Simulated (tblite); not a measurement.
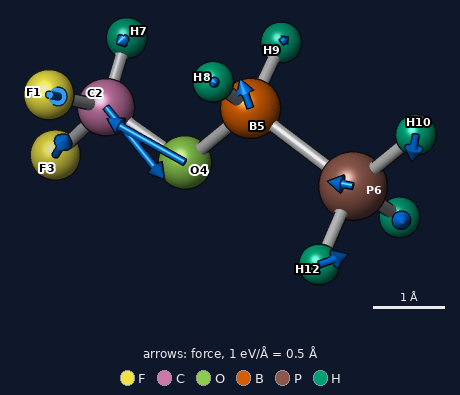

Starting geometry of CH6BF2OP with the computed forces as blue arrows. The picture is a ball-and-stick view, seen at a tilt.

All numbers below come from GFN2-xTB geometry optimisation, gas phase in tblite 0.8.0. 

Is this structure relaxed? If not, where do the atoms go?

It isn't relaxed: the largest force vector, on the C atom, is 2.76 eV/Å. The final displacements follow the starting forces only in part (cosine between the two patterns 0.31). Over 169 geometry steps the energy falls by 78.2 kJ/mol. The atom that moves furthest after the best rigid fit is an F atom (2.17 Å). By element the largest moves are F 2.17 Å, H 1.60 Å, O 1.25 Å, B 0.80 Å, P 0.56 Å, C 0.42 Å. Near-neighbour distances that change, for instance: B–P 1.889 → 2.004 Å, C–O 1.413 → 1.303 Å, C–F 1.374 → 1.344 Å, C–F 1.390 → 1.417 Å. Bond angles that change, for instance: B–P–H 109.2° → 124.4°, H–P–H 109.2° → 98.0°, H–P–H 109.7° → 98.6°. Groups turn about B–O by about 105°, B–P by about 25°.
